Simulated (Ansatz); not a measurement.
# Cl2H4N2Sn (SMILES [NH2][Sn]([NH2])([Cl])[Cl]): what the fields show

```yaml
atoms:
  - { symbol: N, position_ang: [-1.6112, 0.6284, -0.3209] }
  - { symbol: Sn, position_ang: [0.3055, 0.0736, -0.3461] }
  - { symbol: N, position_ang: [0.7370, -0.8769, 1.3546] }
  - { symbol: Cl, position_ang: [0.5325, -1.1740, -2.2905] }
  - { symbol: Cl, position_ang: [1.8583, 1.7950, -0.4691] }
  - { symbol: H, position_ang: [-1.9459, 0.9263, -1.2286] }
  - { symbol: H, position_ang: [-1.8099, 1.3579, 0.3526] }
  - { symbol: H, position_ang: [1.7323, -0.9944, 1.4966] }
  - { symbol: H, position_ang: [0.2898, -1.7819, 1.4343] }
```

Geometry: PBE0-D4/def2-TZVP; core potentials replace the inner electrons of Sn.

Theory: RKS PBE0-D4/def2-TZVPP in Ansatz.

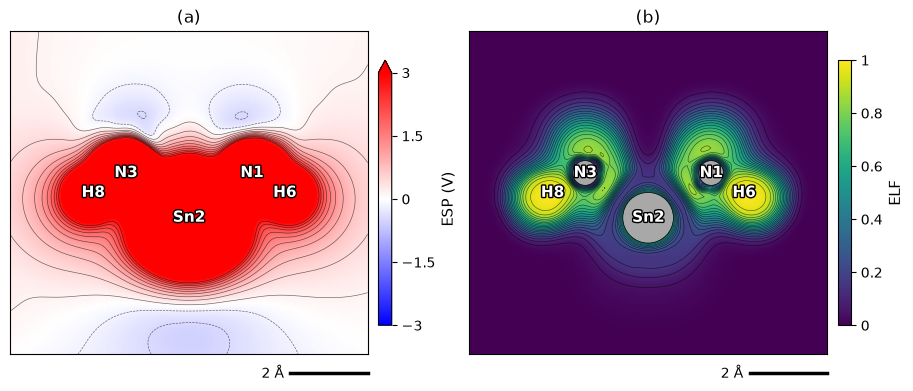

Figure 1. (a) molecular electrostatic potential; (b) electron localisation function on the plane of atoms N1, Sn2 and N3. Grey discs cover the atomic cores in the ELF map.

Question: Interpret the plot.

Answer:
- The plane passes through N, Sn and H nuclei.
- Sn–N (2.00 Å): the ELF peaks at about 0.85 in the valence shell of N, 0.6 Å from its nucleus, and drops to about 0.15 between the two atoms.
- N–H (1.01 Å): the ELF climbs to about 1 towards the hydrogen, as it does in any bond to H; an ordinary covalent bond to hydrogen.
- The ELF also peaks beside N3, away from the bonds: lone-pair regions.
- Outside the dense part of the molecule the potential is most negative (−0.5 V) near Cl5, which lies off the plane.

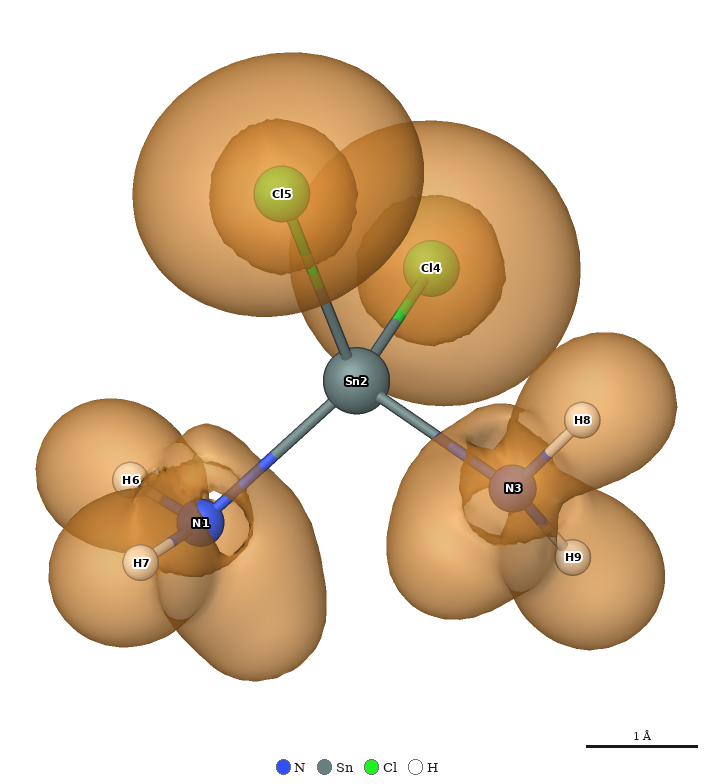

Figure 2. Isosurface of the ELF at 0.75 (orange), seen at a tilt. Core shells and regions of very low density are left out.

Question: Describe the localisation domains.

Answer: The surface consists of two regions wrapped around Cl (the valence shell of each) and two joined regions spread over several atoms (H, N), in which their bonds and any lone pairs are merged. Along the contacts the grid gives the following. Sn–Cl (2.32 Å): the ELF peaks at about 0.80 in the valence shell of Cl, 0.8 Å from its nucleus, and drops to about 0.15 between the two atoms.

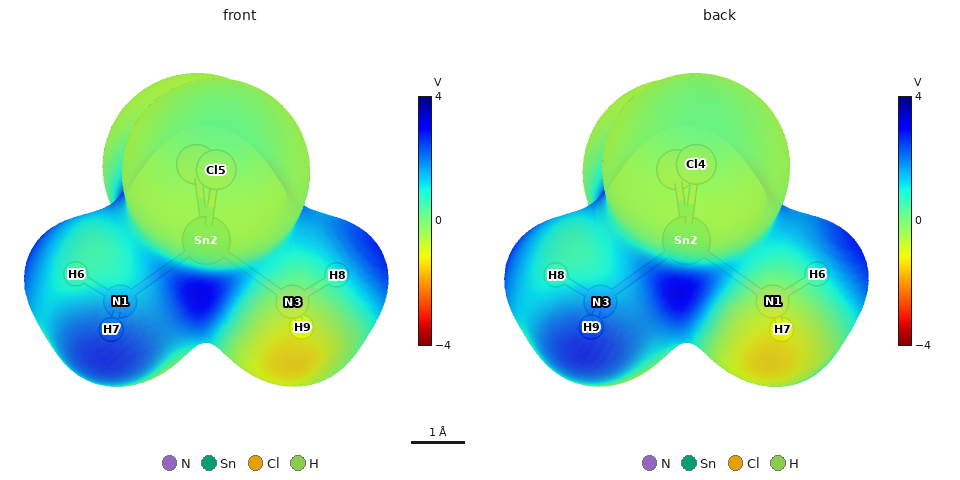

Figure 3. The electrostatic potential painted on the density surface at 0.004 e/bohr³, seen from the front and from behind; the colour scale runs from red (negative) to blue (positive).

Question: Describe the electrostatic potential map.

Answer: The most negative region (about −1.3 V, or −30 kcal/mol for a unit charge) lies over N1 and N3, the most positive (about +3.1 V, or +71 kcal/mol for a unit charge) over Sn2. Cl4 shows a σ-hole: about +0.1 V at the tip opposite its bond, against about −0.4 V, or −9 kcal/mol for a unit charge on its flanks. Cl5 shows a σ-hole: about +0.2 V at the tip opposite its bond, against about −0.4 V, or −9 kcal/mol for a unit charge on its flanks.
